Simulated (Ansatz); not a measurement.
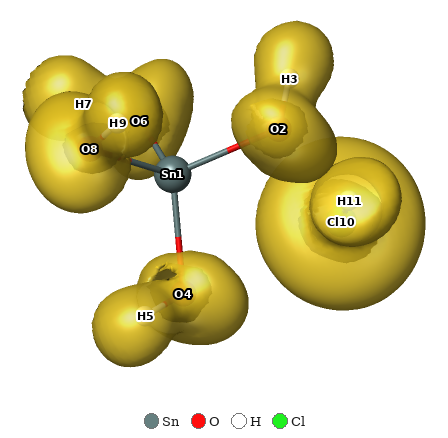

The picture shows: H$_{4}$O$_{4}$Sn···HCl. Isosurface of the ELF at 0.75 (yellow), seen at a tilt. Core shells and regions of very low density are left out.

Core potentials replace the inner electrons of Sn; not at a stationary point (largest force 0.9 eV/Å).

Computed with RKS LDA/def2-SVP in Ansatz 0.2.0.

```yaml
atoms:
  - { symbol: Sn, position_ang: [-0.1406, -0.1296, 0.0509] }
  - { symbol: O, position_ang: [-0.1298, -0.2174, 2.0193] }
  - { symbol: H, position_ang: [-0.8342, 0.3693, 2.3652] }
  - { symbol: O, position_ang: [1.7207, -0.1625, -0.5640] }
  - { symbol: H, position_ang: [1.8304, -0.9711, -1.1044] }
  - { symbol: O, position_ang: [-1.2011, 1.4283, -0.4946] }
  - { symbol: H, position_ang: [-1.8137, 1.1380, -1.2015] }
  - { symbol: O, position_ang: [-1.0203, -1.7481, -0.6574] }
  - { symbol: H, position_ang: [-1.2075, -2.3512, 0.0912] }
  - { symbol: Cl, position_ang: [1.5943, 2.5841, 1.6685] }
  - { symbol: H, position_ang: [1.3593, 1.3864, 2.2260] }
```

> Identify the bonds, lone pairs and shells in this picture.

The ELF exceeds this value in one joined region spread over several atoms (Cl, H), in which their bonds and any lone pairs are merged and four joined regions spread over several atoms (H, O), in which their bonds and any lone pairs are merged. Along the contacts the grid gives the following. O2···H11 (2.20 Å): the ELF dips to about 0.10 between them. Sn–O (1.96 Å): the ELF peaks at about 0.80 in the valence shell of O, 0.6 Å from its nucleus, and drops to about 0.15 between the two atoms.
